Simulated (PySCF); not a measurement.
**What a change does: NMR shielding calculation on C₄H₈Si**

System: C₄H₈Si.
Method of the first run: GIAO PBE0/pcSseg-2 NMR shielding, non-relativistic, gas phase (PySCF 2.14.0).

The geometry comes from this level: PBE0-D3(BJ)/def2-SVP. Text and figures count atoms from 1; the logs count them from 0 in places.

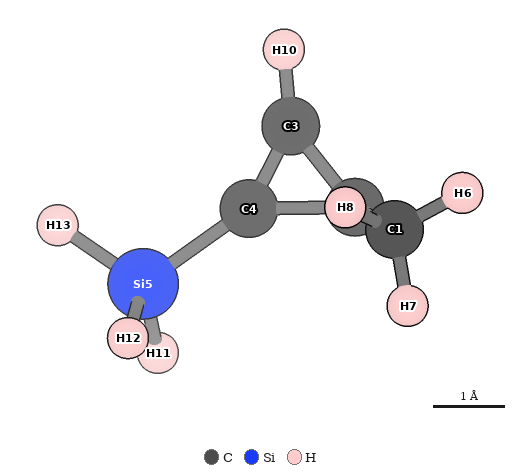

The structure (ball-and-stick view, seen at a tilt; atoms are numbered from 1 in the order of the input). Bond lengths as drawn: C–C 1.31 to 1.52 Å, C–H 1.09 to 1.10 Å, C–Si 1.84 Å and H–Si 1.49 Å.

**The input, the first run**
```
{"job": {"kind": "nmr", "xc": "PBE0", "basis": "pcSseg-2", "pop": false}, "charge": 0, "multiplicity": 1}
C      1.743810    -0.942335     0.373171
C      0.903176    -0.422644    -0.770043
C      0.357758     0.956438    -0.791631
C     -0.535929     0.031517    -0.556961
Si    -2.258098    -0.512519    -0.180505
H      2.815679    -0.752445     0.198791
H      1.619051    -2.030300     0.497709
H      1.463964    -0.457975     1.321670
H      1.139873    -0.898407    -1.737084
H      0.576269     2.017512    -0.898407
H     -2.720347    -1.464924    -1.235199
H     -2.282225    -1.220090     1.135408
H     -3.183289     0.658322    -0.127690
```

The first line tells a small driver script what to run in PySCF; the rest is the geometry in Å.

Command:
```bash
OMP_NUM_THREADS=1 python <driver script> task.json out
```

Hardware: 1 CPU thread, shared host.

**Output (the first run)**
```
coarse grid: 10928 points
cycle   1  E = -446.3511355257  dE =  4.252e-01  |g| = 3.700e-01  |ddm| = 2.476e+00
cycle   2  E = -446.3403271762  dE =  1.081e-02  |g| = 4.187e-01  |ddm| = 6.509e-01
cycle   3  E = -446.3863039315  dE = -4.598e-02  |g| = 5.555e-02  |ddm| = 3.601e-01
cycle   4  E = -446.3867219733  dE = -4.180e-04  |g| = 3.563e-02  |ddm| = 6.317e-02
cycle   5  E = -446.3870076026  dE = -2.856e-04  |g| = 1.094e-02  |ddm| = 3.280e-02
cycle   6  E = -446.3870360318  dE = -2.843e-05  |g| = 2.735e-03  |ddm| = 9.602e-03
cycle   7  E = -446.3870377106  dE = -1.679e-06  |g| = 3.745e-04  |ddm| = 2.118e-03
final grid: 99736 points
cycle   8  E = -446.3932137553  dE = -6.410e-05  |g| = 6.002e-03  |ddm| = 3.486e-02
cycle   9  E = -446.3932097147  dE =  4.041e-06  |g| = 7.114e-03  |ddm| = 1.063e-02
cycle  10  E = -446.3932232708  dE = -1.356e-05  |g| = 5.117e-04  |ddm| = 5.854e-03
cycle  11  E = -446.3932233122  dE = -4.139e-08  |g| = 2.686e-04  |ddm| = 6.046e-04
cycle  12  E = -446.3932233284  dE = -1.621e-08  |g| = 6.792e-05  |ddm| = 2.374e-04
cycle  13  E = -446.3932233292  dE = -7.967e-10  |g| = 3.297e-05  |ddm| = 7.167e-05
cycle  14  E = -446.3932233295  dE = -2.636e-10  |g| = 5.091e-06  |ddm| = 2.650e-05
converged SCF energy = -446.3932233295

GIAO shielding tensors (ppm)
atom      isotropic    diamagn.    paramagn.     s11        s22        s33       span
  0 C      158.754     240.951     -82.197    132.494    155.912    187.857     55.363
  1 C      166.300     245.069     -78.768    117.009    140.078    241.814    124.805
  2 C       31.584     259.426    -227.842   -136.756     60.608    170.900    307.657
  3 C       52.447     259.184    -206.737    -93.213     52.013    198.541    291.754
  4 Si     426.891     878.053    -451.162    394.237    430.184    456.252     62.015
  5 H       29.668      28.522       1.146     25.754     27.655     35.593      9.839
  6 H       29.616      29.421       0.195     25.767     28.064     35.016      9.249
  7 H       31.200      30.533       0.667     28.179     29.105     36.316      8.136
  8 H       29.517      29.592      -0.075     23.283     27.211     38.059     14.776
  9 H       22.688      31.531      -8.843     17.607     24.737     25.721      8.114
 10 H       26.872      28.471      -1.599     23.976     25.140     31.499      7.522
 11 H       26.837      29.375      -2.538     23.910     25.492     31.109      7.198
 12 H       26.796      28.636      -1.840     23.597     25.501     31.290      7.694
```

For the second run the input was changed thus:
```diff
-"xc": "PBE0"
+"xc": "CAM-B3LYP"
```

Predict how the results change.

The total energies belong to different methods, so their difference says nothing on which is more stable or more accurate. The HOMO goes from −7.28 to −8.58 eV. The LUMO goes from −0.65 to 0.51 eV. Of all shieldings, the largest change is that of Si5, by −9.0 ppm. The functional changes from PBE0 to CAM-B3LYP. The SCF takes 12 iterations against 14.

**Output (the second run)**
```
coarse grid: 10928 points
cycle   1  E = -446.5869352533  dE =  5.205e-01  |g| = 3.117e-01  |ddm| = 2.432e+00
cycle   2  E = -446.5990316626  dE = -1.210e-02  |g| = 2.458e-01  |ddm| = 5.070e-01
cycle   3  E = -446.6135617912  dE = -1.453e-02  |g| = 4.281e-02  |ddm| = 2.098e-01
cycle   4  E = -446.6139013834  dE = -3.396e-04  |g| = 2.587e-02  |ddm| = 5.995e-02
cycle   5  E = -446.6140494755  dE = -1.481e-04  |g| = 5.795e-03  |ddm| = 2.360e-02
cycle   6  E = -446.6140570706  dE = -7.595e-06  |g| = 1.435e-03  |ddm| = 5.476e-03
final grid: 99736 points
cycle   7  E = -446.6257155594  dE = -4.171e-05  |g| = 3.724e-03  |ddm| = 2.517e-02
cycle   8  E = -446.6257154003  dE =  1.590e-07  |g| = 3.747e-03  |ddm| = 5.701e-03
cycle   9  E = -446.6257187622  dE = -3.362e-06  |g| = 4.745e-04  |ddm| = 2.946e-03
cycle  10  E = -446.6257187975  dE = -3.527e-08  |g| = 2.849e-04  |ddm| = 5.936e-04
cycle  11  E = -446.6257188163  dE = -1.876e-08  |g| = 5.181e-05  |ddm| = 2.405e-04
cycle  12  E = -446.6257188168  dE = -5.763e-10  |g| = 1.293e-05  |ddm| = 5.450e-05
converged SCF energy = -446.6257188168

GIAO shielding tensors (ppm)
atom      isotropic    diamagn.    paramagn.     s11        s22        s33       span
  0 C      156.836     237.550     -80.715    129.234    154.581    186.692     57.458
  1 C      166.645     240.995     -74.350    116.832    139.509    243.593    126.760
  2 C       27.732     256.727    -228.994   -146.626     58.659    171.164    317.790
  3 C       46.428     257.688    -211.260   -105.376     45.038    199.622    304.999
  4 Si     417.896     876.934    -459.038    385.129    421.309    447.250     62.120
  5 H       29.727      29.027       0.700     25.857     27.764     35.559      9.702
  6 H       29.684      29.552       0.132     25.883     28.166     35.004      9.120
  7 H       31.261      29.875       1.386     28.274     29.198     36.311      8.037
  8 H       29.646      29.790      -0.145     23.454     27.363     38.120     14.665
  9 H       22.751      31.571      -8.820     17.585     24.702     25.965      8.380
 10 H       27.035      28.346      -1.311     24.178     25.321     31.607      7.429
 11 H       27.009      28.979      -1.970     24.129     25.673     31.227      7.098
 12 H       26.954      28.461      -1.506     23.769     25.703     31.391      7.622
```

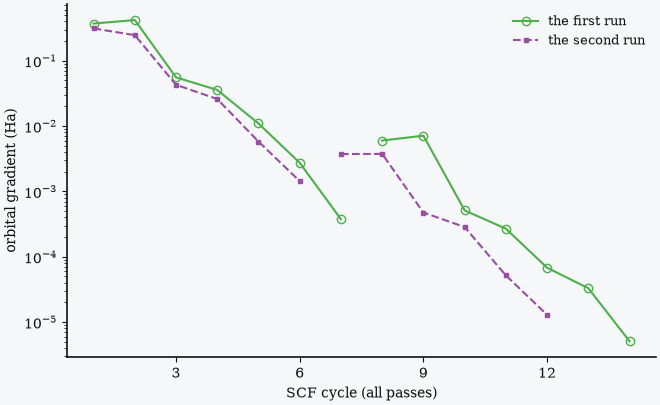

Convergence of the two runs: orbital gradient against the SCF cycle. A break in a curve parts two SCF passes (coarse and final grid). The first run takes 14 cycles in all, and the second run takes 12.

**The two runs side by side**

| quantity | the first run | the second run |
| --- | --- | --- |
| outcome | converged | converged |
| total energy (hartree) | −446.393223 | −446.625719 |
| HOMO (eV) | −7.28 | −8.58 |
| LUMO (eV) | −0.65 | 0.51 |
| dipole moment (D) | 0.55 | 0.53 |
| shielding of C1 (ppm) | 158.8 | 156.8 |
| shielding of C2 (ppm) | 166.3 | 166.6 |
| shielding of C3 (ppm) | 31.6 | 27.7 |
| shielding of C4 (ppm) | 52.4 | 46.4 |
| shielding of Si5 (ppm) | 426.9 | 417.9 |
| shielding of H11 (ppm) | 26.9 | 27.0 |
| shielding of H12 (ppm) | 26.8 | 27.0 |
| SCF iterations | 14 | 12 |
| basis functions | 299 | 299 |
| wall time (shared host) | 40 s | 53 s |
